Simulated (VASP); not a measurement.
Data:

```yaml
crystal:
  lattice:
    - [-0.29783, 3.99550, 4.11890]
    - [3.99550, -0.29783, 4.11890]
    - [1.84883, 1.84883, 0.00000]
  atoms:
    - { symbol: Si, position: [0.96104, 0.96104, 0.07791] }
    - { symbol: Si, position: [0.16396, 0.16396, 0.17209] }
    - { symbol: C, position: [0.99289, 0.52427, 0.98284] }
    - { symbol: C, position: [0.13211, 0.60073, 0.26716] }
    - { symbol: C, position: [0.52427, 0.99289, 0.98284] }
    - { symbol: C, position: [0.60073, 0.13211, 0.26716] }
    - { symbol: C, position: [0.50273, 0.50273, 0.99454] }
    - { symbol: C, position: [0.62227, 0.62227, 0.25546] }
```

Method: PBEsol GGA, VASP's PBE PAW potentials (set 64) (plane waves; VASP 6.6.1). Numerical set-up: 520 eV cut-off, 7×7×15 Γ-centred mesh, tetrahedra with Blöchl corrections, potentials Si C.

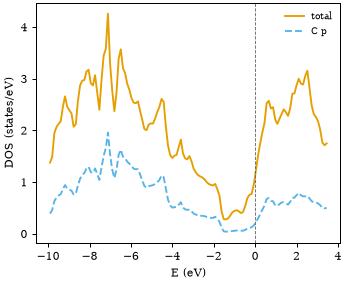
*Total and projected density of states, zero at the Fermi level*

Within 2 eV below the Fermi level the largest weight inside VASP's projection spheres is C p, then Si p.

It has no gap at this level: it comes out as a metal or semimetal.

The structure was generated: C6Si2 was put into an ordered model structure (Cmcm), which need not be its known phase. It was relaxed first.
